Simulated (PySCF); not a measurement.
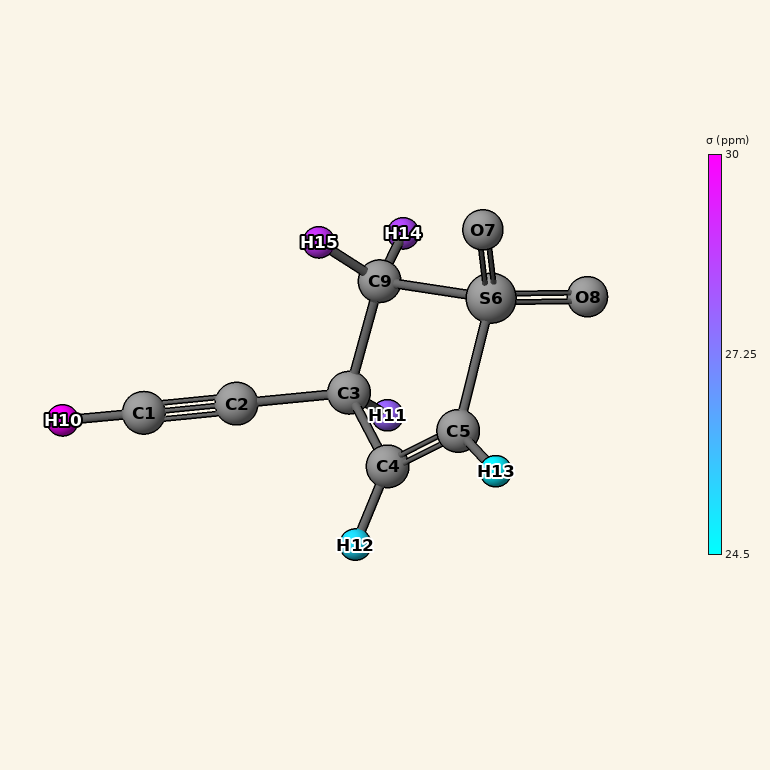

Atoms are coloured by their isotropic NMR shieldings (H only, the others grey). The computed structure is the end point of a GFN2-xTB optimisation. No frequency run is at hand to confirm it as a minimum. Method: GIAO PBE0/pcSseg-1 NMR shielding, non-relativistic, gas phase (PySCF 2.14.0).

Give the isotropic NMR shieldings of the H atoms atom by atom.

| atom | σ (ppm) |
| --- | --- |
| H10 | 29.95 |
| H11 | 27.82 |
| H12 | 25.20 |
| H13 | 24.85 |
| H14 | 28.39 |
| H15 | 28.84 |
